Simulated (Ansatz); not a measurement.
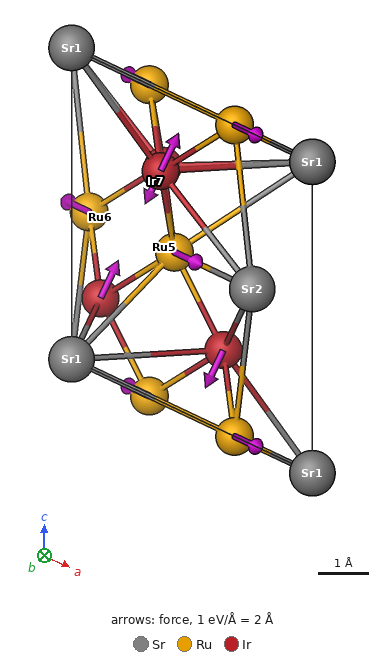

Starting geometry of solid SrIr2Ru2 (a generated structure, set up in Fddd) with the computed forces as purple arrows. Style: ball-and-stick. Shown: the cell of the calculation, along the b axis.

The start is a swapped structure.

These are results of DFT, PAW plane waves, r2SCAN in Ansatz, not measurements. Set-up: plane-wave cutoff 500 eV; k-point mesh 4 × 4 × 4; occupations fermi dirac; smearing width 0.1 eV; no spin polarisation; cell and atoms relaxed; force threshold 0.03 eV/Å; at most 80 steps.

> What follows when this structure is relaxed?

It isn't relaxed: the largest force vector, on Ru atoms, is 0.59 eV/Å. Measured relative to the changing cell, the final displacements run against the starting forces (cosine between the two patterns −0.96). The largest moves relative to the cell, 0.35 Å, are those of Ir atoms. By element the largest moves are Ir 0.35 Å, Ru 0.26 Å. Sr stays in place. Cell: a = b 5.903 → 6.686 Å (+13.3 %), c 6.501 → 6.580 Å (+1.2 %), α 105.3° → 110.1°, β 105.3° → 110.1°, γ 114.7° → 109.0°. Volume +25.1 %. Some distances before and after: Ir–Sr 3.511 → 4.253 Å, Ir–Sr 4.191 → 3.578 Å, Ru–Sr 3.639 → 4.225 Å, Ru–Sr 3.211 → 3.780 Å. Bond angles that change, for instance: Ru–Ir–Ru 104.4° → 134.7°, Sr–Ir–Sr 130.6° → 149.1°, Ru–Ir–Ru 100.0° → 87.6°. The space group stays Fddd (No. 70). After 10 accepted moves (13 points after the start) the energy has fallen by 7.120 eV per cell of the calculation. The largest force component goes from 0.59 to 0.0019 eV/Å. Pressure: 51.18 GPa at the start and 0.01 GPa at the end. The line search rejected the trial step at point 8 of the run. At 2 points the geometry stayed and the basis and grid were re-selected for the new cell (energy shift of 41.6 meV per cell of the calculation at most each time). Cost: 3.6 min on 2 threads of Intel(R) Xeon(R) 6975P-C (Granite Rapids), on a shared host, peak memory 1.3 GiB.
